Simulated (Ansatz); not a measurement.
# Calculations on ZrHBrClF₃

Part 1: Relaxation

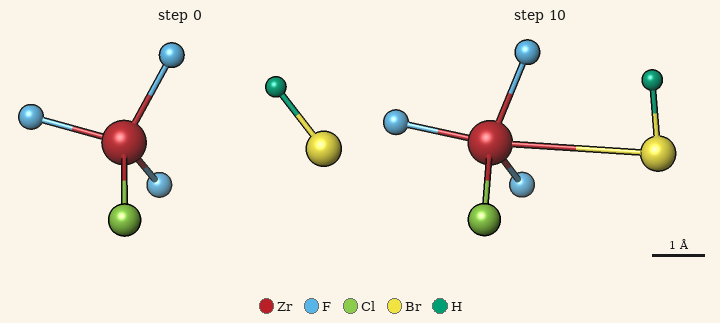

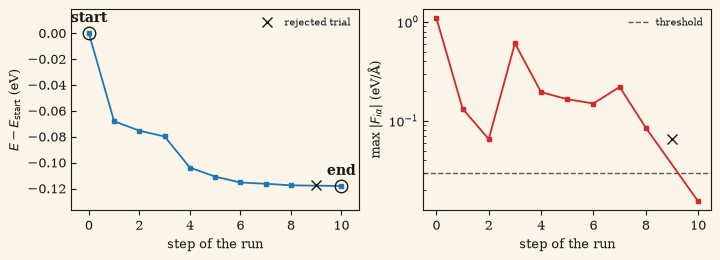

First and last geometry of a relaxation of ZrHBrClF3, with the history of the run. Style: ball-and-stick. Shown from a free direction.

The run prepares an end point of a later path (reaction) calculation, from a guessed geometry.

All numbers below come from RKS PBE/def2-SVP in Ansatz. (no spin polarisation; force threshold 0.03 eV/Å; at most 50 steps)

Read the history and describe the run.

It converged. The energy falls by 0.118 eV in 9 accepted moves (10 points after the start). Largest force component: 1.1 eV/Å at the start, 0.015 eV/Å at the end. The line search rejected the trial step at point 9 of the run. The largest move after the best rigid fit is that of the Br atom, 0.51 Å. Largest moves by element: Br 0.51 Å, H 0.35 Å, F 0.14 Å, Zr 0.12 Å, Cl 0.03 Å. Near-neighbour distances that change, for instance: Br–Zr 3.898 → 3.278 Å, H–Zr 3.187 → 3.422 Å, Br–H 1.507 → 1.440 Å, F–Zr 1.955 → 1.923 Å. Among the angles between lasting bonds that change: F–Zr–Cl 109.0° → 104.1°, F–Zr–F 111.4° → 115.8°, F–Zr–F 106.4° → 102.7°. The run took 19 s on 4 threads of Arm Neoverse V2, on a shared host, peak memory 0.2 GiB.

Part 2: Relaxation

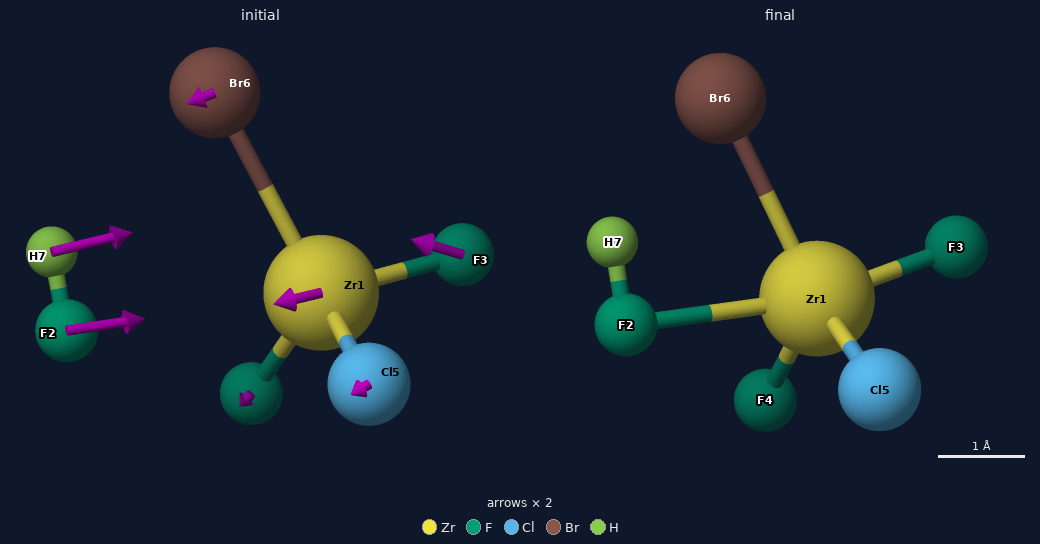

The structure of ZrHBrClF3 before (left) and after (right) a relaxation, at one scale. The purple arrows give the displacements, 2 times their true length.

Style: ball-and-stick. Shown at a tilt.

The run prepares an end point of a later path (reaction) calculation, from a guessed geometry.

Method: Ansatz 0.2.0, RKS PBE/def2-SVP. Set-up: no spin polarisation; force threshold 0.03 eV/Å; at most 50 steps.

Describe what moved and what it gained.

Answer. After 8 accepted moves (9 points after the start) the energy has fallen by 0.390 eV. The largest force component goes from 1 to 0.017 eV/Å. The line search rejected the trial step at point 8 of the run. The atom that moves furthest after the best rigid fit is H7 (0.50 Å). Largest moves by element: H 0.50 Å, F 0.48 Å, Zr 0.30 Å, Br 0.18 Å, Cl 0.13 Å. Near-neighbour distances that change, for instance: Zr1–F2 3.167 → 2.387 Å, Zr1–H7 3.335 → 2.603 Å, Br6–H7 2.746 → 2.173 Å, Zr1–Br6 2.664 → 2.605 Å. New bonds form, among them: Zr1–F2 (3.17 → 2.39 Å). Bond angles that change, for instance: F3–Zr1–Br6 104.6° → 97.1°, F4–Zr1–Br6 115.1° → 119.3°, Cl5–Zr1–Br6 113.9° → 117.5°. The run took 17 s on 4 threads of Arm Neoverse V2 (shared host), peak memory 0.21 GiB.

Limits of the set-up: the start holds two separate molecules, 2.7 Å apart at their closest, whose relative position is a soft coordinate and is computed without a dispersion correction.

Part 3: Path

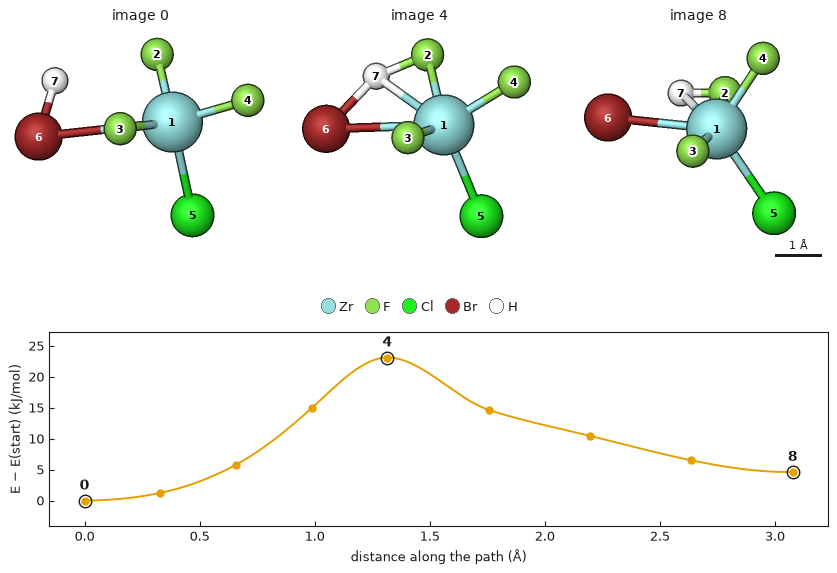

A nudged-elastic-band calculation for ZrHBrClF3. Images are numbered from 0 (start) to 8 (end). The picture is a ball-and-stick view, seen at a tilt.

Theory: RKS PBE/def2-SVP in Ansatz. Set-up: 7 movable images; climbing image; force threshold 0.03 eV/Å; iteration limit 60; starting path through a guess of the saddle point.

### Read off the barrier and say what moves.

The highest point, image 4, lies 23.1 kJ/mol above the start and 18.5 kJ/mol above the end; the end is at +4.6 kJ/mol relative to the start. A hydrogen atom shifts from one atom to another. Breaking: Br6–H7 (1.44 → 1.65 at the top → 2.17 Å). Forming: F2–H7 (2.49 → 1.24 at the top → 0.98 Å). The band converged in 15 iterations, with a climbing image at the top.
